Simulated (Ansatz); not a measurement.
## Hypothetical I-43d Si3P4: pressure series

The parent structure is Si$_{3}$P$_{4}$ (space group I-43d, No. 220; a = 7.956 Å; a hypothetical phase, not in the database extracts checked).

Cell and atoms are relaxed at each pressure.

All numbers come from Ansatz (a first-principles code), PBEsol, PAW, cutoff 420 eV, no spin-orbit coupling.

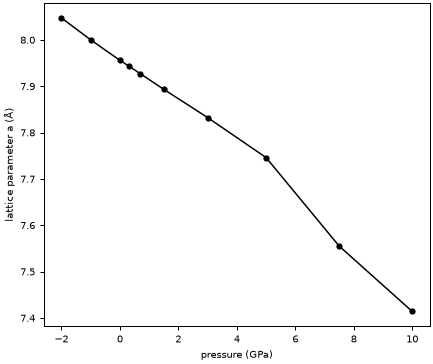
Figure: Lattice parameter a against pressure

Q: From the plot, what is the lattice parameter a for pressure 7.5 GPa?

A: About 7.56 Å.

Q: Is the trend monotonic over the range shown?

A: Yes, it falls throughout, spanning 7.414 Å to 8.047 Å.

Load acts through the strain it causes; cell and atoms are relaxed under it. Stability against distortions was not tested. Competing high-pressure phases were not computed. The final runs are not spin-polarised.
